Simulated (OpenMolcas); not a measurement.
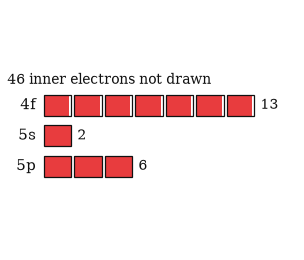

*The outer shells of the leading configuration of the lowest level: a box for each of the 2l + 1 orbitals, shaded by the share of the shell that is filled, with the electron count at the right.*

Run report: Tm²⁺ complex, multiconfigurational calculation

Tm²⁺ with 6 ligands (O; octahedron, 2.514 Å), embedded in CaO by model potentials and point charges, whose field is part of the energies. Computed at this level: state-averaged SS-CASPT2, IPEA shift 0.25, imaginary shift 0.1 hartree, closed shells 5s 5p of the metal and the valence shells of the ligands correlated, active space 13 electrons in the shell 4f, basis ANO-RCC-VDZP on the metal and ANO-RCC-VDZP on the ligands, DKH2 scalar Hamiltonian, spin-orbit coupling by RASSI with atomic mean-field integrals (OpenMolcas).

## Summary

| quantity | value |
| --- | --- |
| outcome | converged |
| energy of the lowest spin-free term | −14014.25181 hartree |
| energy of the lowest spin-orbit level | −14014.26898 hartree |
| CASPT2 correlation energy | −2.2478 hartree |
| largest spread among components of a term | 16.4 cm⁻¹ |
| lowest reference weight | 0.666 |
| hardware | 1 thread of Arm Neoverse V1, 24 GiB of memory available, shared host |
| wall time | 40 s |
| peak memory | 0.6 GiB |

## Notes

Caveats: the geometry is set by hand, with no relaxation.

## Input
```
&GATEWAY
Basis set
Tm.ANO-RCC-VDZP.
Tm1 0.0 0.0 0.0 Angstrom
End of basis
Basis set
O.ANO-RCC-VDZP.
L1 2.514000 0.000000 0.000000 Angstrom
L2 0.000000 2.514000 0.000000 Angstrom
L3 0.000000 0.000000 2.514000 Angstrom
End of basis
Basis set
Ca.EMB-AIMP.Pascual.13s7p.1s1p.ECP.CaO.
PseudoCharge
* 3 symmetry-unique lattice sites within 7.6 angstrom
End of basis
Basis set
Ca.EMB-AIMP.Pascual.0s.0s.ECP.CaO.
PseudoCharge
* 24 symmetry-unique lattice sites within 7.6 angstrom
End of basis
Basis set
O.EMB-AIMP.Pascual.0s.0s.ECP.CaO.
PseudoCharge
* 31 symmetry-unique lattice sites within 7.6 angstrom
End of basis
Symmetry
XYZ
AngMom=0.0 0.0 0.0
AMFI
RICD
XField
1037 Angstrom 0
* Evjen-weighted lattice charges
&SEWARD
&RASSCF
FileOrb=start.orb
Symmetry=2
Spin=2
nActEl=13 0 0
Inactive=30 27
Ras2=0 7
CIRoot=7 7 1
SDav=7
CIMx=300
Iter=150 100
PrWF=0.3
OrbListing=Nothing
MaxOrb=0
LevShft=1.0
>>> COPY $Project.JobIph JOB001
&RASSI
NrOfJobIphs=1 7
1 2 3 4 5 6 7
IphNames
JOB001
EJob
SpinOrbit
DIPRint=1.0
SOCoupling=1000.0
Subsets=2
Property=9
'ANGMOM' 1 'ANGMOM' 2 'ANGMOM' 3 'MLTPL  1' 1 'MLTPL  1' 2 'MLTPL  1' 3
'AMFI' 1 'AMFI' 2 'AMFI' 3
SOProperty=3
'ANGMOM' 1 'ANGMOM' 2 'ANGMOM' 3
>>> COPY JOB001 $Project.JobIph
&CASPT2
Multistate=7 1 2 3 4 5 6 7
NoMult
Frozen=17 12
IPEA=0.25
Imaginary=0.1
MaxIter=60
WThr=0.0 0.3 0.05
PrWF=0.5
NoMix
```

The file start.orb holds starting orbitals from an earlier step. A driver script formed the levels outside the program, from RASSI's spin-orbit matrix and the CASPT2 energies (for multi-state variants, the effective Hamiltonian), averaged over the components of each term or state. The log and the time are those of the CASPT2 step.

Command:
```bash
OMP_NUM_THREADS=1 MOLCAS_MEM=2457 MOLCAS_PROJECT=a pymolcas a.inp > a.log  # once for each step of the input, in one work folder
```

## Output (extracts)
```
--- CASPT2 ---
Orbital specifications:
      -----------------------

      Symmetry species                           1   2
                                                ag  au
      Frozen orbitals                           17  12
      Inactive orbitals                         13  15
      Active orbitals                            0   7
      Secondary orbitals                        60  52
      Deleted orbitals                           0   0
      Number of basis functions                 90  86
Type of calculation                        SS-CASPT2
      Fock operator                              state-specific
      IPEA shift                                 0.25
      Real shift                                 0.00
      Imaginary shift                            0.10
      The input orbitals will be transformed to quasi-canonical
Reference energy:      -14012.0039949748
      E2 (Non-variational):      -2.2463920154
      Shift correction:          -0.0014173646
      E2 (Variational):          -2.2478093800
      Total energy:          -14014.2518043548
      Residual norm:              0.0000003517
      Reference weight:           0.66588
      Contributions to the CASPT2 correlation energy
      Active & Virtual Only:         -0.5683066939
      One Inactive Excited:          -0.3325466244
      Two Inactive Excited:          -1.3455386971
Reference energy:      -14012.0039949747
      E2 (Non-variational):      -2.2463927632
      Shift correction:          -0.0014173625
      E2 (Variational):          -2.2478101258
      Total energy:          -14014.2518051005
      Residual norm:              0.0000003462
      Reference weight:           0.66588
      Contributions to the CASPT2 correlation energy
      Active & Virtual Only:         -0.5683054928
      One Inactive Excited:          -0.3325453509
      Two Inactive Excited:          -1.3455419196
::    CASPT2 Root  1     Total energy: -14014.25180435
::    CASPT2 Root  2     Total energy: -14014.25180510
::    CASPT2 Root  3     Total energy: -14014.25180688
::    CASPT2 Root  4     Total energy: -14014.24950645
::    CASPT2 Root  5     Total energy: -14014.24958117
::    CASPT2 Root  6     Total energy: -14014.24956589
::    CASPT2 Root  7     Total energy: -14014.24768264
```

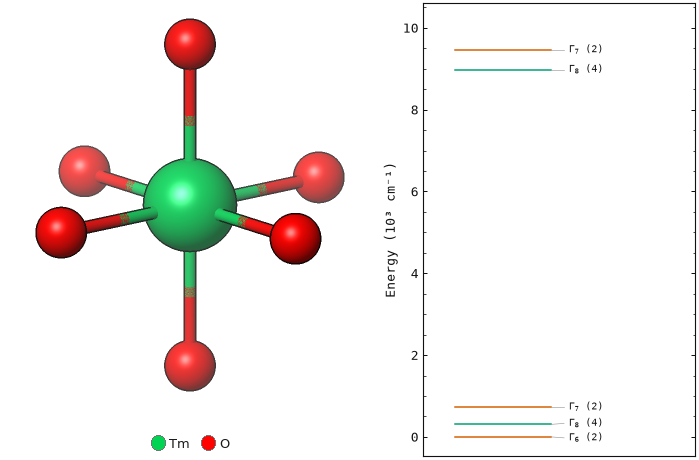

*Tm²⁺ (4f¹³) as a dopant in CaO, a cluster with its 6 nearest O²⁻ at 2.514 Å (octahedron) embedded in model potentials and point charges; the geometry was set, not optimised, and its levels. Labels give the representation in O, Td, D4 or D3 as the site allows (double group for half-integer spin) where it could be assigned and, in brackets, the degeneracy; spin-free states, where drawn, share the zero of the spin-orbit levels.*

The ground level is Γ₆, a Kramers doublet, 100 % from states of spin multiplicity 2. Its principal g values are 2.66, 2.66 and 2.66, isotropic. The next level lies at 306 cm⁻¹ (Γ₈). The lowest J multiplet spreads over 729 cm⁻¹.
